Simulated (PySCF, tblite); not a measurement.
# C5H2F6: geometry, infrared bands, NMR shifts, spin-spin couplings and electronic excitations, part 2 of 2

tblite 0.8.0 and PySCF 2.14.0. Atoms count from 0. The steps go on from the part before.

### Step 6. Indirect couplings: B3LYP/pcJ-1

The job: settings as JSON, then the geometry in Å.

```
{"job": {"kind": "j", "xc": "B3LYP", "basis": "pcJ-1"}, "charge": 0, "multiplicity": 1}
C      2.392251     0.234221    -0.291619
C      1.107540     0.102415    -0.136512
C     -0.188522    -0.024679     0.016127
C     -0.817338    -1.361564     0.330999
F     -1.453602    -1.860255    -0.728539
F     -1.710071    -1.245248     1.314748
F      0.100100    -2.246987     0.705668
C     -1.108139     1.168002    -0.100272
F     -0.494964     2.192376    -0.683593
F     -1.525037     1.573034     1.099164
F     -2.189907     0.866893    -0.818756
H      3.038443     0.474321     0.558955
H      2.855403     0.109118    -1.275718
```

Method: B3LYP/pcJ-1 indirect spin-spin coupling, non-relativistic, gas phase.

The log of the run:

```text
coarse grid: 13192 points
cycle   1  E = -790.3742897135  dE =  1.984e+00  |g| = 1.311e+00  |ddm| = 3.815e+00
cycle   2  E = -789.9274910482  dE =  4.468e-01  |g| = 2.190e+00  |ddm| = 2.078e+00
cycle   3  E = -790.6421335110  dE = -7.146e-01  |g| = 1.783e-01  |ddm| = 1.396e+00
cycle   4  E = -790.6469687867  dE = -4.835e-03  |g| = 1.129e-01  |ddm| = 2.214e-01
cycle   5  E = -790.6500523869  dE = -3.084e-03  |g| = 2.132e-02  |ddm| = 9.217e-02
cycle   6  E = -790.6501504442  dE = -9.806e-05  |g| = 3.547e-03  |ddm| = 1.768e-02
cycle   7  E = -790.6501528462  dE = -2.402e-06  |g| = 1.403e-03  |ddm| = 3.261e-03
final grid: 136408 points
cycle   8  E = -790.7490060444  dE = -2.934e-04  |g| = 8.096e-03  |ddm| = 2.822e-02
cycle   9  E = -790.7489953736  dE =  1.067e-05  |g| = 1.138e-02  |ddm| = 1.152e-02
cycle  10  E = -790.7490149549  dE = -1.958e-05  |g| = 9.826e-04  |ddm| = 7.097e-03
cycle  11  E = -790.7490149878  dE = -3.288e-08  |g| = 8.771e-04  |ddm| = 1.405e-03
cycle  12  E = -790.7490151743  dE = -1.865e-07  |g| = 1.216e-04  |ddm| = 7.481e-04
cycle  13  E = -790.7490151771  dE = -2.804e-09  |g| = 2.023e-05  |ddm| = 8.989e-05
cycle  14  E = -790.7490151772  dE = -4.593e-11  |g| = 9.850e-06  |ddm| = 1.688e-05
converged SCF energy = -790.7490151772

Indirect spin-spin couplings (Hz)
  i      j    bonds     total        FC       PSO       DSO        SD
  0 C    4 F    4     -0.968    -1.839     0.508    -0.186     0.549
  0 C    6 F    4      0.724     0.813     0.066     0.018    -0.173
  0 C    8 F    4      0.739     0.827     0.062     0.021    -0.170
  0 C    9 F    4     -1.064    -1.975     0.513    -0.180     0.578
  0 C   11 H    1    184.154   183.096     0.466     0.591         -
  0 C   12 H    1    184.359   183.304     0.463     0.591         -
  1 C    4 F    3      2.252     3.700     0.982    -0.092    -2.339
  1 C    5 F    3      5.781     6.102     2.008    -0.205    -2.124
  1 C    6 F    3     -0.323     1.091    -2.038     0.274     0.351
  1 C    8 F    3     -0.427     1.010    -2.033     0.273     0.323
  1 C    9 F    3      2.151     3.531     0.938    -0.080    -2.237
  1 C   10 F    3      6.009     6.216     2.003    -0.212    -1.998
  1 C   11 H    2     -4.084    -2.500    -1.213    -0.371         -
  1 C   12 H    2     -4.119    -2.536    -1.210    -0.372         -
  2 C    4 F    2     39.259    38.767    -1.849     0.294     2.048
  2 C    5 F    2     43.631    43.190    -1.761     0.308     1.894
  2 C    6 F    2     37.371    40.283    -3.640     0.244     0.483
  2 C    8 F    2     37.505    40.382    -3.628     0.243     0.508
  2 C    9 F    2     38.494    38.123    -1.908     0.295     1.983
  2 C   10 F    2     44.092    43.635    -1.732     0.306     1.882
  2 C   11 H    3      8.764     8.708     0.275    -0.219         -
  2 C   12 H    3      8.649     8.593     0.273    -0.218         -
  3 C    4 F    1   -343.596  -316.109   -37.297     1.560     8.251
  3 C    5 F    1   -340.993  -314.767   -36.435     1.578     8.631
  3 C    6 F    1   -337.078  -309.533   -37.484     1.536     8.403
  3 C    8 F    3      5.880     5.576     0.347    -0.127     0.084
  3 C    9 F    3     -1.111    -1.436     0.081     0.191     0.053
  3 C   10 F    3     -3.216    -3.224    -0.365     0.370     0.003
  3 C   11 H    4     -4.964    -4.964     0.077    -0.077         -
  3 C   12 H    4     -4.953    -4.956     0.071    -0.068         -
  4 F    5 F    2     68.688    49.939   -32.444    -0.047    51.240
  4 F    6 F    2     63.963    45.527   -30.450    -0.180    49.066
  4 F    7 C    3     -1.244    -1.568     0.074     0.193     0.057
  4 F    8 F    4     -0.595     0.810    -0.301    -0.790    -0.314
  4 F    9 F    4      4.461    -0.340     3.498    -0.793     2.096
  4 F   10 F    4     10.161    10.038    -2.761     1.142     1.742
  4 F   11 H    5      6.223     6.251     1.058    -0.978    -0.108
  4 F   12 H    5      7.694     7.743     0.441    -0.370    -0.120
  5 F    6 F    2     71.034    36.145   -15.340    -0.153    50.381
  5 F    7 C    3     -3.082    -3.099    -0.356     0.368     0.005
  5 F    8 F    4      1.565     1.854     1.025    -1.117    -0.196
  5 F    9 F    4      9.331     9.205    -2.766     1.133     1.759
  5 F   10 F    4      3.832     1.821     2.743     0.574    -1.306
  5 F   11 H    5      4.568     4.622     0.670    -0.657    -0.067
  5 F   12 H    5      2.860     2.890     1.040    -1.057    -0.012
  6 F    7 C    3      6.003     5.692     0.347    -0.128     0.092
  6 F    8 F    4     14.717     7.581     3.374    -1.063     4.825
  6 F    9 F    4     -0.470     0.984    -0.323    -0.796    -0.335
  6 F   10 F    4      1.442     1.737     1.009    -1.116    -0.189
  6 F   11 H    5     -0.888    -0.594    -0.141    -0.071    -0.082
  6 F   12 H    5     -0.853    -0.691     0.137    -0.266    -0.034
  7 C    8 F    1   -337.091  -309.495   -37.515     1.537     8.382
  7 C    9 F    1   -343.507  -316.097   -37.239     1.561     8.267
  7 C   10 F    1   -340.894  -314.635   -36.453     1.579     8.615
  7 C   11 H    4     -4.947    -4.951     0.069    -0.065         -
  7 C   12 H    4     -4.986    -4.985     0.077    -0.077         -
  8 F    9 F    2     63.829    45.614   -30.578    -0.180    48.973
  8 F   10 F    2     70.719    36.350   -15.756    -0.152    50.277
  8 F   11 H    5     -0.796    -0.643     0.142    -0.266    -0.028
  8 F   12 H    5     -0.842    -0.541    -0.161    -0.057    -0.083
  9 F   10 F    2     68.233    49.595   -32.442    -0.048    51.127
  9 F   11 H    5      7.894     7.952     0.414    -0.343    -0.128
  9 F   12 H    5      6.468     6.502     1.056    -0.971    -0.119
 10 F   11 H    5      2.536     2.578     1.034    -1.062    -0.015
 10 F   12 H    5      4.227     4.285     0.682    -0.677    -0.063
 11 H   12 H    2    -16.887   -17.149     3.704    -3.442         -
```

Wall time 69 s (2 threads of Intel Xeon Platinum 8488C, shared host); peak memory 1.4 GiB.

Beyond four bonds or across contacts, the largest of 1 Hz or more: F9–H11 7.9 Hz, F4–H12 7.7 Hz, F9–H12 6.5 Hz, F4–H11 6.2 Hz.

Couplings of 1 Hz or more over one to four bonds, nine at most for each number, with means over like pairs (isotopes 13C, 19F, 1H):

```csv
pair,bonds,J (Hz),Fermi contact (Hz)
C3–F4,1,-340.5,-313.4
C0–H11,1,184.3,183.2
F4–F5,2,67.7,43.9
C2–F4,2,40.1,40.7
H11–H12,2,-16.9,-17.1
C1–H11,2,-4.1,-2.5
C2–H11,3,8.7,8.7
C1–F4,3,2.6,3.6
C3–H11,4,-5.0,-5.0
F4–F8,4,4.9,3.7
```

Means hide unlike values in this fixed geometry: C1–F4 from -0.4 to 6.0 Hz; F4–F8 from -0.6 to 14.7 Hz. They hold only if the pairs exchange fast.

The spin-dipole term was solved for some atoms only; pairs without it lack that part.

The response was solved for the nuclei of F, H alone, so couplings that need other nuclei can be missing.

Joined with the shifts from before (PBE0/pcSseg-1, scaled to CDCl3), the couplings predict the line list below for 300 MHz. H–H couplings in it are scaled by factors fitted to measured ones, so any such differ from the table.

¹H NMR δ 5.81 (sept, J = 3.3 Hz, 2H). The letters are first-order; like nuclei with unlike couplings give more lines.

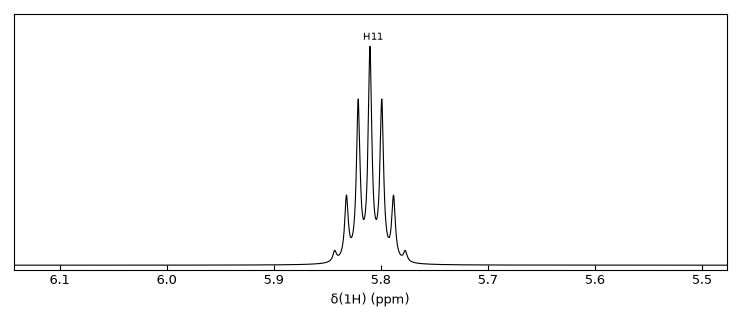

Simulated proton spectrum at 300 MHz, by exact diagonalisation of each spin system; lines 1.2 Hz wide, exchangeable protons uncoupled.

### Step 7. Ultraviolet spectrum: B3LYP/def2-SVPD

The job, as its differences from that of step 6:

```diff
@@ -1,2 +1,2 @@
-{"job": {"kind": "j", "xc": "B3LYP", "basis": "pcJ-1"}, "charge": 0, "multiplicity": 1}
+{"job": {"kind": "uv", "xc": "B3LYP", "basis": "def2-SVPD", "ip": false}, "charge": 0, "multiplicity": 1}
 C      2.392251     0.234221    -0.291619
```

With the program's defaults for keys left out, this is: TDDFT B3LYP/def2-SVPD, vertical, gas phase, core orbitals frozen in the response.

The log of the run:

```text
coarse grid: 13192 points
cycle   1  E = -789.8260776676  dE =  1.973e+00  |g| = 1.214e+00  |ddm| = 7.674e+00
cycle   2  E = -789.4214811653  dE =  4.046e-01  |g| = 2.007e+00  |ddm| = 3.955e+00
cycle   3  E = -790.0762272254  dE = -6.547e-01  |g| = 1.757e-01  |ddm| = 2.781e+00
cycle   4  E = -790.0823328307  dE = -6.106e-03  |g| = 8.575e-02  |ddm| = 4.275e-01
cycle   5  E = -790.0841514481  dE = -1.819e-03  |g| = 2.130e-02  |ddm| = 1.496e-01
cycle   6  E = -790.0842562415  dE = -1.048e-04  |g| = 2.931e-03  |ddm| = 3.685e-02
cycle   7  E = -790.0842580518  dE = -1.810e-06  |g| = 1.195e-03  |ddm| = 6.581e-03
final grid: 136408 points
cycle   8  E = -790.1912044457  dE = -4.695e-05  |g| = 6.814e-03  |ddm| = 1.683e-01
cycle   9  E = -790.1911949921  dE =  9.454e-06  |g| = 1.016e-02  |ddm| = 1.865e-02
cycle  10  E = -790.1912122066  dE = -1.721e-05  |g| = 7.190e-04  |ddm| = 1.047e-02
cycle  11  E = -790.1912123157  dE = -1.091e-07  |g| = 2.953e-04  |ddm| = 2.136e-03
cycle  12  E = -790.1912123369  dE = -2.122e-08  |g| = 8.404e-05  |ddm| = 7.418e-04
cycle  13  E = -790.1912123383  dE = -1.413e-09  |g| = 1.933e-05  |ddm| = 1.498e-04
cycle  14  E = -790.1912123383  dE = -5.184e-11  |g| = 7.345e-06  |ddm| = 3.294e-05
converged SCF energy = -790.1912123383

Static polarisability (au): isotropic 67.720, principal 51.873 57.383 93.905

Singlet excitations
state   eV       nm        f      main configurations
  1   5.7066    217.3   0.00001   H->L 0.92
  2   6.1452    201.8   0.00000   H-1->L+1 0.92
  3   7.1894    172.5   0.03542   H-1->L 0.62, H->L+1 0.31
  4   7.8636    157.7   1.14477   H->L+1 0.59, H-1->L 0.30
  5   8.0020    154.9   0.03584   H->L+2 0.97
  6   8.1496    152.1   0.00251   H-1->L+2 0.98
  7   8.6187    143.9   0.00502   H-2->L 0.99
  8   9.0568    136.9   0.00208   H->L+3 0.95
  9   9.1346    135.7   0.02977   H-1->L+3 0.99
 10   9.2545    134.0   0.00136   H-3->L 0.98

Triplet excitations (Tamm-Dancoff, eV): 4.5484 4.7717 5.3137 5.8134
```

Wall time 38 s (2 threads of Intel Xeon Platinum 8488C, shared host); peak memory 1.4 GiB.

The orbitals next to the gap, with their largest atomic shares:

```
orbital      eV                       atoms
 HOMO−3  -11.84   F4 20 %, F6 17 %, F9 17 %
 HOMO−2  -11.44   F6 20 %, F8 20 %, C2 17 %
 HOMO−1   -8.93    C2 39 %, C1 29 %, C0 9 %
   HOMO   -8.87    C0 38 %, C1 36 %, C2 7 %
   LUMO   -1.58   C1 33 %, C2 26 %, C0 13 %
 LUMO+1   -1.31    C0 36 %, C1 33 %, C2 8 %
 LUMO+2    0.14  C0 31 %, C1 15 %, H11 12 %
```

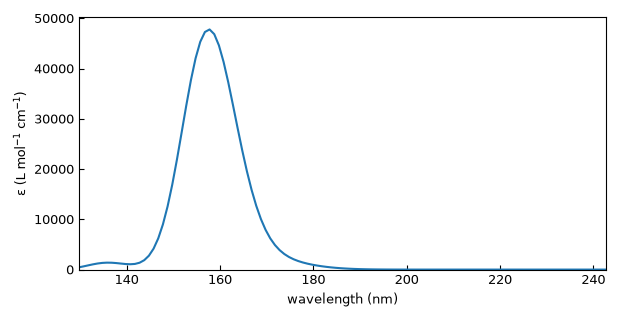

Absorption spectrum: each of the 10 states is a Gaussian band of 0.4 eV half-width at 1/e. Beyond the last state computed it falls off for lack of states.

Further results of this job:

```
           property  computed
  dipole moment (D)      3.46
polarisability (Å³)     10.04
 HOMO–LUMO gap (eV)      7.29
      −ε(HOMO) (eV)      8.87
```

### Step 8. Shielding tensors: B3LYP/pcSseg-2

The job, as its differences from that of step 7:

```diff
@@ -1,2 +1,2 @@
-{"job": {"kind": "uv", "xc": "B3LYP", "basis": "def2-SVPD", "ip": false}, "charge": 0, "multiplicity": 1}
+{"job": {"kind": "nmr", "xc": "B3LYP", "basis": "pcSseg-2", "pop": false}, "charge": 0, "multiplicity": 1}
 C      2.392251     0.234221    -0.291619
```

Method: GIAO B3LYP/pcSseg-2 NMR shielding, non-relativistic, gas phase.

The log of the run:

```text
coarse grid: 13192 points
cycle   1  E = -790.8066299935  dE =  2.053e+00  |g| = 1.350e+00  |ddm| = 4.004e+00
cycle   2  E = -790.3200226359  dE =  4.866e-01  |g| = 2.267e+00  |ddm| = 1.726e+00
cycle   3  E = -791.0832841559  dE = -7.633e-01  |g| = 1.882e-01  |ddm| = 1.214e+00
cycle   4  E = -791.0894239931  dE = -6.140e-03  |g| = 1.065e-01  |ddm| = 3.032e-01
cycle   5  E = -791.0921600507  dE = -2.736e-03  |g| = 2.301e-02  |ddm| = 1.028e-01
cycle   6  E = -791.0922788742  dE = -1.188e-04  |g| = 3.613e-03  |ddm| = 1.921e-02
cycle   7  E = -791.0922814030  dE = -2.529e-06  |g| = 1.333e-03  |ddm| = 3.726e-03
final grid: 136408 points
cycle   8  E = -791.0824832281  dE = -1.123e-04  |g| = 6.571e-03  |ddm| = 6.006e-02
cycle   9  E = -791.0824754627  dE =  7.765e-06  |g| = 9.637e-03  |ddm| = 8.216e-03
cycle  10  E = -791.0824899605  dE = -1.450e-05  |g| = 7.074e-04  |ddm| = 5.101e-03
cycle  11  E = -791.0824900195  dE = -5.899e-08  |g| = 4.818e-04  |ddm| = 9.796e-04
cycle  12  E = -791.0824900752  dE = -5.572e-08  |g| = 1.263e-04  |ddm| = 4.720e-04
cycle  13  E = -791.0824900784  dE = -3.167e-09  |g| = 2.138e-05  |ddm| = 1.200e-04
cycle  14  E = -791.0824900784  dE = -5.957e-11  |g| = 8.326e-06  |ddm| = 1.803e-05
converged SCF energy = -791.0824900784

GIAO shielding tensors (ppm)
atom      isotropic    diamagn.    paramagn.     s11        s22        s33       span
  0 C       87.469     255.149    -167.680    -15.243    113.449    164.200    179.443
  1 C      -49.346     266.422    -315.767    -67.322    -55.884    -24.830     42.492
  2 C       73.239     262.465    -189.226      7.052     93.512    119.154    112.102
  3 C       46.736     238.540    -191.804     37.601     48.348     54.260     16.659
  4 F      236.526     469.815    -233.289    157.686    228.586    323.307    165.621
  5 F      246.058     468.840    -222.783    168.261    245.725    324.187    155.926
  6 F      247.586     469.453    -221.867    173.415    237.130    332.213    158.798
  7 C       46.746     238.509    -191.763     37.640     48.377     54.222     16.582
  8 F      247.543     469.516    -221.973    173.809    236.753    332.068    158.259
  9 F      235.787     470.015    -234.228    156.920    227.236    323.205    166.286
 10 F      246.852     468.689    -221.837    169.323    247.057    324.174    154.851
 11 H       25.663      30.490      -4.827     23.629     24.399     28.961      5.332
 12 H       25.660      30.477      -4.817     23.625     24.396     28.959      5.334
```

Wall time 63 s (2 threads of Intel Xeon Platinum 8488C, shared host); peak memory 2.6 GiB.

This run: δ C1 228.5, C3 132.5, C2 106.0, C0 91.7, H11 5.73 ppm (means over like atoms).

### Step 9. Side by side: NMR shifts

Shifts (ppm), means over like atoms, with basis size and wall time:

| run | C1 | C3 | C2 | C0 | H11 | F4 | functions | time |
| --- | --- | --- | --- | --- | --- | --- | --- | --- |
| PBE0/pcSseg-1 | 222.9 | 126.1 | 101.3 | 92.1 | 5.90 | -73.2 | 197 | 19 s |
| B3LYP/pcSseg-2 | 228.5 | 132.5 | 106.0 | 91.7 | 5.73 | -73.6 | 424 | 63 s |

### Step 10. Outcome

The summary covers parts 1 to 2.

| quantity | value |
| --- | --- |
| strongest single infrared mode (GFN2-xTB) | 1078 cm⁻¹, 544 km/mol |
| zero-point energy (GFN2-xTB) | 38.9 kcal/mol |
| point group | C2 |
| rotational constants (main isotopes) | 1.35, 1.05, 0.75 GHz |
| ¹³C shifts against TMS (PBE0/pcSseg-1, means over atoms taken as alike) | 222.9, 126.1, 101.3, 92.1 ppm |
| ¹H shifts against TMS (PBE0/pcSseg-1, means over atoms taken as alike) | 5.90 ppm |
| ¹⁹F shifts against CFCl3 (PBE0/pcSseg-1, means over atoms taken as alike) | -73.2 ppm |
| largest coupling of the table (B3LYP/pcJ-1) | ¹J(C,F) C3–F4, -340.5 Hz (mean over like pairs) |
| lowest singlet (B3LYP/def2-SVPD) | 5.71 eV (217 nm), f = 0.000 |
| brightest single state of those computed | state 4, 7.86 eV, f = 1.145 |
| lowest triplet | 4.55 eV |
| range of the shift of C3 (with its like atoms) | 126.1 to 132.5 ppm |

Over 34 steps the energy fell by 1.902 eV; of the close pairs, C2–C3 changed most, 1.465 to 1.509 Å (GFN2-xTB). No mode is imaginary among the 33: a minimum at this level. The strongest single mode, at 1078 cm⁻¹, moves mainly C7 and C3. GFN2-xTB is a fitted tight-binding method: band positions and strengths are rough. Its intensities can rank the bands wrongly. The start of the PBE0/def2-SVP relaxation was shaken at random by about 0.01 Å, so part of the energy gained, and of the first lengths quoted, undoes that. C1 (central carbon of an allene) lies farthest downfield among carbon, at 222.9 ppm; the central sp carbon of an allene is among the most deshielded carbons of hydrocarbons. Of the pairs tabulated at B3LYP/pcJ-1, C3–F4 (mean over like pairs) couples most strongly (-340.5 Hz; Fermi contact -313.4 Hz). Density functionals describe couplings to fluorine poorly, F–F couplings above all, so those rows are rough. The lowest singlet, at 5.71 eV, is HOMO→LUMO 0.92 and is dark; of the 10 states computed, the strongest absorption comes from state 4 at 7.86 eV. The lowest triplet lies 1.16 eV below the lowest singlet (triplets in Tamm-Dancoff, singlets in full TDDFT). In ppm, C3 (with its like atoms) moves most: its shift spreads over 6.3 ppm, from 126.1 (PBE0/pcSseg-1) to 132.5 (B3LYP/pcSseg-2). These values are for one conformer; the search (at its own cheap level) found 1 more, at 0.17 kcal/mol, and measured spectra average over such forms.
